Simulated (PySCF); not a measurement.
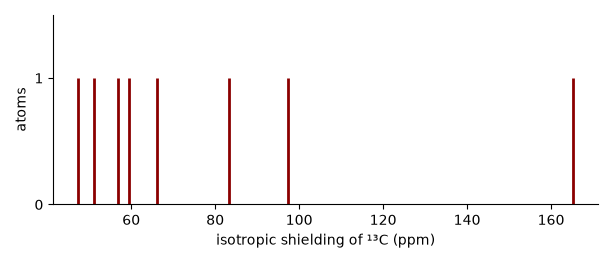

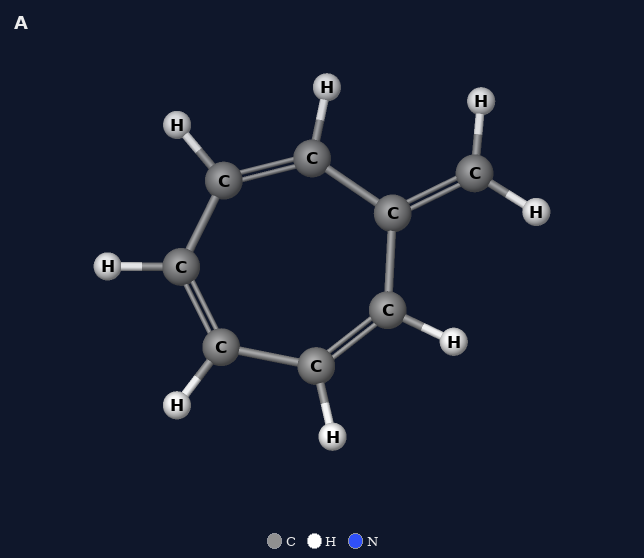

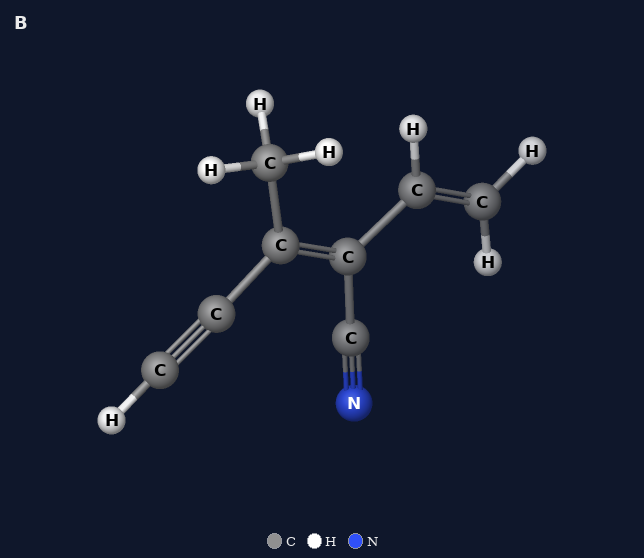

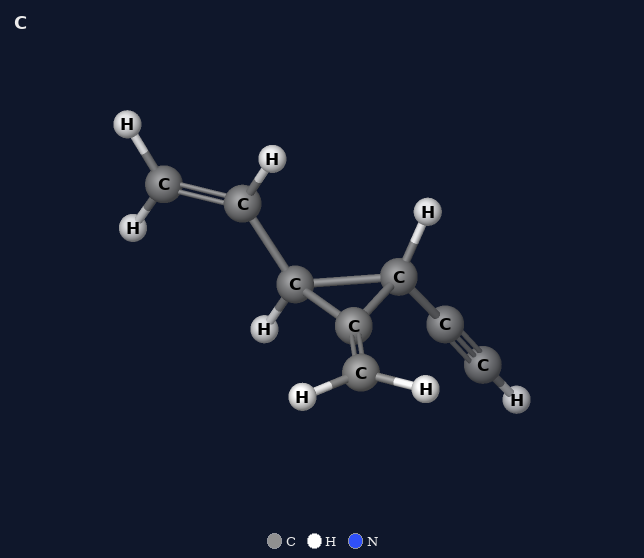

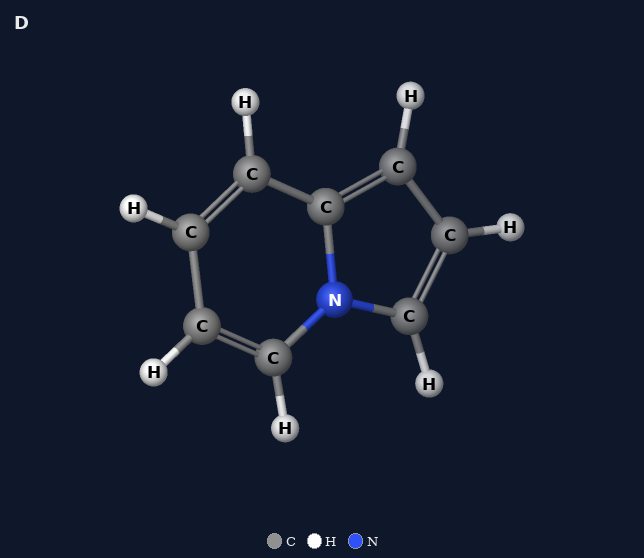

The sticks are computed shieldings of one of the molecules, for one fixed geometry (GFN2-xTB) without averaging over rotations. Low shielding means a high chemical shift. Method: GIAO PBE0/pcSseg-1 NMR shielding, non-relativistic, gas phase (PySCF 2.14.0).

### Which molecule gives this pattern?

B, `C#C/C(C)=C(\C#N)C=C`. Its 8 C atoms give lines at 47.3, 51.1, 56.8, 59.5, 66.2, 83.4, 97.3, 165.2 ppm.
